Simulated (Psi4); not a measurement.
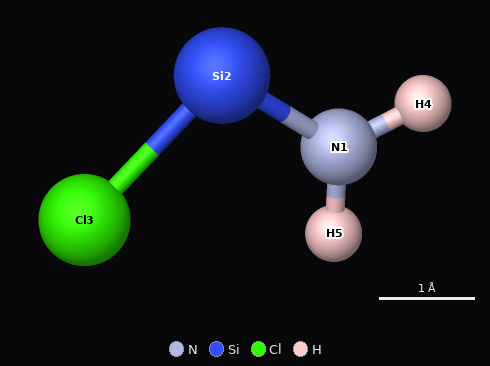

Figure 1. The starting structure (ball-and-stick view, seen at a tilt; atoms are numbered from 1 in the order of the input).

## SiNH₂Cl: geometry relaxation (part 1 of 4)

SiNH₂Cl, computed with r2SCAN/6-31G*, RKS (Psi4 1.11).

The geometry comes from this level: PBE0-D4/def2-TZVP.

Input (job.in)
```
memory 1600 mb

molecule m {
  N     -0.148200     0.583400    -0.233900
  Si    -0.116200    -0.341800     1.192600
  Cl     0.649000    -2.124500     0.377300
  H     -0.473300     1.538600    -0.227400
  H      0.138600     0.270600    -1.150000
  units angstrom
}

set {
  basis        6-31G*
  geom_maxiter 60
}

result, w = opt("r2scan", return_wfn=True)
```

Command:
```bash
psi4 -n 1 job.in job.out
```

What the program printed
```
Psi4 1.11 release

gradient() will perform analytic gradient computation.

   => Loading Basis Set <=

    Name: 6-31G*
    Role: ORBITAL
    Keyword: BASIS

         ---------------------------------------------------------
                                   SCF
                              RKS Reference
                        1 Threads,   1525 MiB Core
         ---------------------------------------------------------

  ==> Geometry <==

    Molecular point group: c1
    Full point group: C1

    Geometry (in Angstrom), charge = 0, multiplicity = 1:

       Center              X                  Y                   Z               Mass
    ------------   -----------------  -----------------  -----------------  -----------------
         N           -0.363882885511     1.518770799749    -0.764461603631    14.003074004430
         SI          -0.331882885511     0.593570799749     0.662038396369    27.976926534650
         CL           0.433317114489    -1.189129200251    -0.153261603631    34.968852682000
         H           -0.688982885511     2.473970799749    -0.757961603631     1.007825032230
         H           -0.077082885511     1.205970799749    -1.680561603631     1.007825032230

  Running in c1 symmetry.

  Rotational constants: A =      0.66028  B =      0.15272  C =      0.12403 [cm^-1]
  Rotational constants: A =  19794.80947  B =   4578.29043  C =   3718.29546 [MHz]
  Nuclear repulsion =  131.390318799166209

  Charge       = 0
  Multiplicity = 1
  Electrons    = 40
  Nalpha       = 20
  Nbeta        = 20

  ==> Algorithm <==

  SCF Algorithm Type is DF.
  DIIS enabled.
  MOM disabled.
  Fractional occupation disabled.
  Guess Type is SAD.
  Energy threshold   = 1.00e-08
  Density threshold  = 1.00e-08
  Integral threshold = 1.00e-12

  ==> Primary Basis <==

  Basis Set: 6-31G*
    Blend: 6-31G*
    Number of shells: 26
    Number of basis functions: 57
    Number of Cartesian functions: 57
    Spherical Harmonics?: false
    Max angular momentum: 2

  ==> DFT Potential <==

   => LibXC <=

    Version 7.1.2

   => Composite Functional: R2SCAN <=

    r2SCAN Meta-GGA XC Functional  (0.1021/acs.jpclett.0c02405)

    Deriv               =              1
    GGA                 =           TRUE
    Meta                =           TRUE

    Exchange Hybrid     =          FALSE
    MP2 Hybrid          =          FALSE

   => Exchange Functionals <=

    1.0000   XC_MGGA_X_R2SCAN

   => Correlation Functionals <=

    1.0000   XC_MGGA_C_R2SCAN

   => LibXC Density Thresholds  <==

    XC_MGGA_C_R2SCAN:  1.00E-15
    XC_MGGA_X_R2SCAN:  1.00E-11

   => Molecular Quadrature <=

    Radial Scheme          =       TREUTLER
    Pruning Scheme         =           NONE
    Nuclear Scheme         =       TREUTLER

    Blocking Scheme        =         OCTREE
    BS radius alpha        =              1
    Pruning alpha          =              1
    Radial Points          =             75
    Spherical Points       =            302
    Total Points           =         107735
    Total Blocks           =            868
    Max Points             =            255
    Max Functions          =             56
    Weights Tolerance      =       1.00E-15

   => Loading Basis Set <=

    Name: (6-31G* AUX)
    Role: JKFIT
    Keyword: DF_BASIS_SCF

  ==> Integral Setup <==

  DFHelper Memory: AOs need 0.011 GiB; user supplied 0.744 GiB.
  SCF_SUBTYPE=INCORE selected. In-core MEM_DF algorithm will be used.
  Using in-core AOs.

  ==> MemDFJK: Density-Fitted J/K Matrices <==

    J tasked:                   Yes
    K tasked:                    No
    wK tasked:                   No
    Memory [MiB]:               762
    Algorithm:                 Core
    Schwarz Cutoff:           1E-12
    Mask sparsity (%):       0.7387
    Fitting Condition:        1E-10

   => Auxiliary Basis Set <=

  Basis Set: (6-31G* AUX)
    Blend: CC-PVDZ-JKFIT
    Number of shells: 114
    Number of basis functions: 391
    Number of Cartesian functions: 391
    Spherical Harmonics?: false
    Max angular momentum: 3

  Cached 100.0% of DFT collocation blocks in 0.373 [GiB].

  Minimum eigenvalue in the overlap matrix is 9.3642979922E-03.
  Reciprocal condition number of the overlap matrix is 1.6092566796E-03.
    Using symmetric orthogonalization.

  ==> Pre-Iterations <==

  SCF Guess: Superposition of Atomic Densities via on-the-fly atomic UHF (no occupation information).

   -------------------------
    Irrep   Nso     Nmo
   -------------------------
     A         57      57
   -------------------------
    Total      57      57
   -------------------------

  ==> Iterations <==

                           Total Energy        Delta E     RMS |[F,P]|

   @DF-RKS iter SAD:  -805.22553799457796   -8.05226e+02   0.00000e+00
   @DF-RKS iter   1:  -805.30721523083071   -8.16772e-02   1.36206e-02 ADIIS/DIIS
   @DF-RKS iter   2:  -804.22690943390398    1.08031e+00   2.49856e-02 ADIIS/DIIS
   @DF-RKS iter   3:  -805.54350026335260   -1.31659e+00   3.26823e-03 ADIIS/DIIS
   @DF-RKS iter   4:  -805.56873622524427   -2.52360e-02   1.22971e-03 ADIIS/DIIS
   @DF-RKS iter   5:  -805.57160281139738   -2.86659e-03   4.14929e-04 ADIIS/DIIS
   @DF-RKS iter   6:  -805.57198082426294   -3.78013e-04   1.17418e-04 ADIIS/DIIS
   @DF-RKS iter   7:  -805.57201019271213   -2.93684e-05   1.81225e-05 DIIS
   @DF-RKS iter   8:  -805.57201077108289   -5.78371e-07   2.99514e-06 DIIS
   @DF-RKS iter   9:  -805.57201079078015   -1.96973e-08   3.06869e-07 DIIS
   @DF-RKS iter  10:  -805.57201079102026   -2.40107e-10   6.57323e-08 DIIS
   @DF-RKS iter  11:  -805.57201079103083   -1.05729e-11   1.38559e-08 DIIS
   @DF-RKS iter  12:  -805.57201079103208   -1.25056e-12   2.23074e-09 DIIS
  Energy and wave function converged.

  ==> Post-Iterations <==

   Electrons on quadrature grid:
      Ntotal   =   40.0000012378 ; deviation = 1.238e-06

    Orbital Energies [Eh]
    ---------------------

    Doubly Occupied:

       1A   -101.186733     2A    -65.874345     3A    -14.198556
       4A     -9.351355     5A     -7.093817     6A     -7.089442
       7A     -7.088139     8A     -5.237533     9A     -3.581808
      10A     -3.580299    11A     -3.575324    12A     -0.849382
      13A     -0.771743    14A     -0.495274    15A     -0.493240
      16A     -0.375425    17A     -0.315078    18A     -0.296213
      19A     -0.271520    20A     -0.227843

    Virtual:

      21A     -0.079325    22A     -0.004949    23A      0.046871
      24A      0.123040    25A      0.123314    26A      0.189313
      27A      0.262291    28A      0.271507    29A      0.339837
      30A      0.410816    31A      0.435064    32A      0.461130
      33A      0.552295    34A      0.562962    35A      0.575698
      36A      0.577851    37A      0.656580    38A      0.709589
      39A      0.749713    40A      0.833539    41A      0.854736
      42A      0.867511    43A      0.894110    44A      0.923327
      45A      0.930484    46A      0.970361    47A      1.090166
      48A      1.105601    49A      1.252148    50A      1.631519
      51A      1.822421    52A      2.138620    53A      2.333696
      54A      2.393615    55A      3.013905    56A      3.727458
      57A      4.368601

    Final Occupation by Irrep:
              A
    DOCC [    20 ]
    NA   [    20 ]
    NB   [    20 ]

  @DF-RKS Final Energy:  -805.57201079103208

   => Energetics <=

    Nuclear Repulsion Energy =            131.3903187991662094
    One-Electron Energy =               -1373.9068745753545500
    Two-Electron Energy =                 493.6786403237032346
    DFT Exchange-Correlation Energy =     -56.7340953385469575
    Empirical Dispersion Energy =           0.0000000000000000
    VV10 Nonlocal Energy =                  0.0000000000000000
    Total Energy =                       -805.5720107910320849

Computation Completed

Properties will be evaluated at   0.000000,   0.000000,   0.000000 [a0]

Properties computed using the SCF density matrix

 Multipole Moments:

 ------------------------------------------------------------------------------------
     Multipole            Electronic (a.u.)      Nuclear  (a.u.)        Total (a.u.)
 ------------------------------------------------------------------------------------

 L = 1.  Multiply by 2.5417464519 to convert [e a0] to [Debye]
 Dipole X            :          0.8762700           -1.1210147           -0.2447446
 Dipole Y            :         -3.4537380            4.5469305            1.0931925
 Dipole Z            :          1.4914416           -2.1290867           -0.6376451
 Magnitude           :                                                    1.2890155

 ------------------------------------------------------------------------------------

	total time  =          7 seconds =       0.12 minutes

         ------------------------------------------------------------
                                   SCF GRAD
         ------------------------------------------------------------

  ==> Geometry <==

    Molecular point group: c1
    Full point group: C1

    Geometry (in Angstrom), charge = 0, multiplicity = 1:

       Center              X                  Y                   Z               Mass
    ------------   -----------------  -----------------  -----------------  -----------------
         N           -0.363882885511     1.518770799749    -0.764461603631    14.003074004430
         SI          -0.331882885511     0.593570799749     0.662038396369    27.976926534650
         CL           0.433317114489    -1.189129200251    -0.153261603631    34.968852682000
         H           -0.688982885511     2.473970799749    -0.757961603631     1.007825032230
         H           -0.077082885511     1.205970799749    -1.680561603631     1.007825032230

  Nuclear repulsion =  131.390318799166209

  ==> Basis Set <==

  Basis Set: 6-31G*
    Blend: 6-31G*
    Number of shells: 26
    Number of basis functions: 57
    Number of Cartesian functions: 57
    Spherical Harmonics?: false
    Max angular momentum: 2

  ==> DFJKGrad: Density-Fitted SCF Gradients <==

    Gradient:                    1
    J tasked:                  Yes
    K tasked:                   No
    wK tasked:                  No
    Integrals threads:           1
    Memory [MiB]:             1144
    Schwarz Cutoff:          1E-12
    Fitting Condition:       1E-10

   => Auxiliary Basis Set <=

  Basis Set: (6-31G* AUX)
    Blend: CC-PVDZ-JKFIT
    Number of shells: 114
    Number of basis functions: 391
    Number of Cartesian functions: 391
    Spherical Harmonics?: false
    Max angular momentum: 3

   => Molecular Quadrature <=

    Radial Scheme          =       TREUTLER
    Pruning Scheme         =           NONE
    Nuclear Scheme         =       TREUTLER

    Blocking Scheme        =         OCTREE
    BS radius alpha        =              1
    Pruning alpha          =              1
    Radial Points          =             75
    Spherical Points       =            302
    Total Points           =         107735
    Total Blocks           =            868
    Max Points             =            255
    Max Functions          =             56
    Weights Tolerance      =       1.00E-15

  -Total Gradient:
     Atom            X                  Y                   Z
    ------   -----------------  -----------------  -----------------
       1       -0.000347716291    -0.000321257159     0.002323666066
       2        0.002503398260    -0.000802551560    -0.011307850059
       3       -0.002378721913     0.005335328317     0.002889693622
       4        0.001671863382    -0.005028956374     0.000163265449
       5       -0.001507472276     0.000994795733     0.005924075650

	total time  =          1 seconds =       0.02 minutes

    			-----------------------------------------

    			 OPTKING 3.0: for geometry optimizations

    			        with contributions from

    			-----------------------------------------

	                            ===> Fragment 1 <==

	 Z (Atomic Numbers)          Masses                          Geom
	       7.000000            14.003074         -0.68763900  2.87006086 -1.44462306
	      14.000000            27.976927         -0.62716776  1.12168625  1.25107125
	      17.000000            34.968853          0.81885067 -2.24712852 -0.28962246
	       1.000000             1.007825         -1.30198896  4.67512725 -1.43233984
	       1.000000             1.007825         -0.14566554  2.27895453 -3.17580117

	 - Coordinate -           - BOHR/RAD -       - ANG/DEG -
	 R(1,2)           =         3.213602           1.700565
	 R(1,4)           =         1.906788           1.009029
	 R(1,5)           =         1.907910           1.009622
	 R(2,3)           =         3.976634           2.104344
	 B(1,2,3)         =         1.714028          98.206580
	 B(2,1,4)         =         2.112609         121.043572
	 B(2,1,5)         =         2.198432         125.960876
	 B(4,1,5)         =         1.972144         112.995552
	 D(3,2,1,4)       =         3.141542         179.997071
	 D(3,2,1,5)       =         0.000079           0.004524

	        --- Internal Coordinate Step in ANG or DEG, aJ/ANG or AJ/DEG ---
	-------------------------------------------------------------------------------
	           Coordinate      Previous         Force          Change          New
	           ----------      --------        ------          ------        ------
	               R(1,2)       1.70056        0.07833        0.01402       1.71459
	               R(1,4)       1.00903        0.04392        0.00611       1.01514
	               R(1,5)       1.00962        0.05035        0.00702       1.01664
	               R(2,3)       2.10434        0.05312        0.01365       2.11799
	             B(1,2,3)      98.20658       -0.00012       -0.35432      97.85226
	             B(2,1,4)     121.04357       -0.00003       -0.12507     120.91850
	             B(2,1,5)     125.96088        0.00009        0.40902     126.36990
	             B(4,1,5)     112.99555       -0.00006       -0.28395     112.71160
	           D(3,2,1,4)     179.99707        0.00000        0.00378     180.00085
	           D(3,2,1,5)       0.00452       -0.00000       -0.00554      -0.00102
	-------------------------------------------------------------------------------

	                                 ==> Convergence Check <==

	Measures of convergence in internal coordinates in au.

	Criteria marked as inactive (o), active & met (*), and active & unmet ( ).

	----------------------------------------------------------------------------------------------~
	   Step    Total Energy     Delta E     Max Force     RMS Force      Max Disp      RMS Disp   ~
	----------------------------------------------------------------------------------------------~
	  Convergence Criteria     1.00e-06 *    3.00e-04 *             o    1.20e-03 *             o~
	----------------------------------------------------------------------------------------------~
	     1    -805.57201079   -8.06e+02      9.51e-03      4.50e-03 o    2.65e-02      1.34e-02 o  ~
	----------------------------------------------------------------------------------------------

Next Geometry in Ang
	Fragment 1 (Ang)

	    N  -0.3641916112   1.5204964931  -0.7660683438
	   Si  -0.3336172785   0.5913857307   0.6746358206
	   Cl   0.4367714400  -1.1997831677  -0.1524721957
	    H  -0.6911085673   2.4815329496  -0.7601104918
	    H  -0.0763684105   1.2095219932  -1.6901928074

    Structure for next step:
    Molecular point group: c1
    Full point group: C1

    Geometry (in Angstrom), charge = 0, multiplicity = 1:

    N           -0.365034084083     1.525540825677    -0.770445884519
    SI          -0.334459751436     0.596430063275     0.670258279842
    CL           0.435928967055    -1.194738835098    -0.156849736399
    H           -0.691951040226     2.486577282192    -0.764488032530
    H           -0.077210883413     1.214566325771    -1.694570348116

gradient() will perform analytic gradient computation.

  ==> Geometry <==

    Molecular point group: c1
    Full point group: C1

    Geometry (in Angstrom), charge = 0, multiplicity = 1:

       Center              X                  Y                   Z               Mass
    ------------   -----------------  -----------------  -----------------  -----------------
         N           -0.365034084083     1.525540825677    -0.770445884519    14.003074004430
         SI          -0.334459751436     0.596430063275     0.670258279842    27.976926534650
         CL           0.435928967055    -1.194738835098    -0.156849736399    34.968852682000
         H           -0.691951040226     2.486577282192    -0.764488032530     1.007825032230
         H           -0.077210883413     1.214566325771    -1.694570348116     1.007825032230

  Running in c1 symmetry.

  Rotational constants: A =      0.64624  B =      0.15127  C =      0.12258 [cm^-1]
  Rotational constants: A =  19373.63838  B =   4534.93590  C =   3674.75731 [MHz]
  Nuclear repulsion =  130.526909617573551
```
